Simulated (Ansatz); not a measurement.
The figure comes from a scan of Be (hcp, Mg type): a phonon pattern at M = (0.5, 0.0, 0.0) is frozen into a 4-atom cell, Q being the largest atomic displacement. Level of theory: r2SCAN (plane waves to 500 eV, PAW, scalar-relativistic; Ansatz, an electronic-structure program). k mesh 23×23×13 (Γ-centred), Fermi-Dirac smearing 0.05 eV. E stands for the smeared free energy. With partly filled bands, energies and forces of such displacements shift with the k mesh and the smearing. Be was relaxed with its symmetry unable to fall. ΔE is measured from the undisplaced structure.

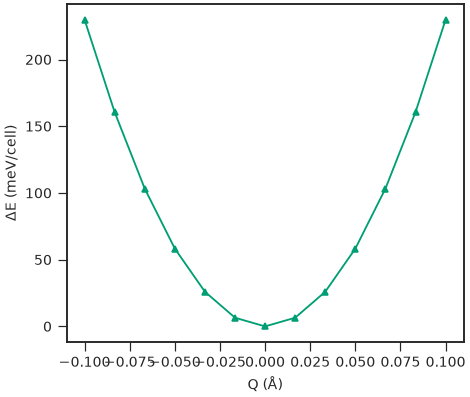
Figure: ΔE (meV/cell) against Q (Å); one marker a computed point.

Question: Read the plotted values off the figure, to the accuracy that the plot allows.

Answer: To the nearest 5:

| Q (Å) | ΔE (meV/cell) |
|---|---|
| -0.100 | 230 |
| -0.083 | 160 |
| -0.067 | 105 |
| -0.050 | 60 |
| -0.033 | 25 |
| -0.017 | 5 |
| 0.000 | 0 |
| 0.017 | 5 |
| 0.033 | 25 |
| 0.050 | 60 |
| 0.067 | 105 |
| 0.083 | 160 |
| 0.100 | 230 |

(A displaced cell: forces are minus the slopes of the energy, force constants its curvatures, and phonons follow from these.)
